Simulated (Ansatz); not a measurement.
```tsv
atom	x (Å)	y (Å)	z (Å)
Hg	2.5917	-0.5510	0.1464
Hg	-0.0001	-0.0001	0.0026
Hg	-2.5916	0.5511	-0.1490
```

Geometry: r2SCAN/def2-TZVPD; core potentials replace the inner electrons of Hg; the highest occupied orbital lies above zero, a sign that basis and functional describe the outermost electron poorly.

All numbers below come from UKS PBE0/def2-TZVPD in Ansatz.

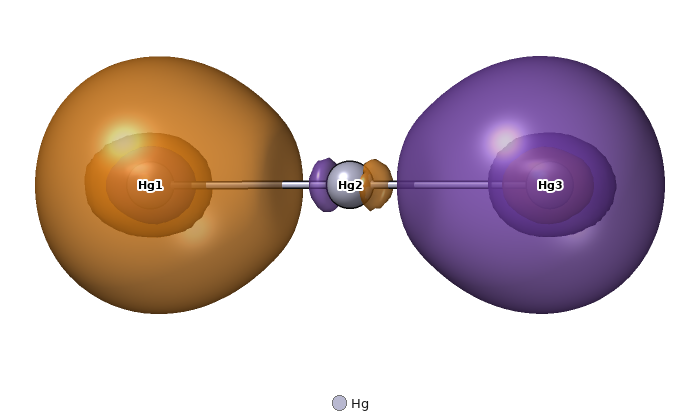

Hg₃ (charge −1, quartet). The HOMO (β) at ±0.1 Å⁻³ᐟ² (orange and purple are the two phases), seen from one side.

Question: What is the character of this orbital?

Answer: It lies mainly on Hg1 (about 45 %), Hg3 (about 45 %) and Hg2 (about 10 %); it is of σ type; it is ungerade (odd under inversion). Its energy is −4.18 eV.
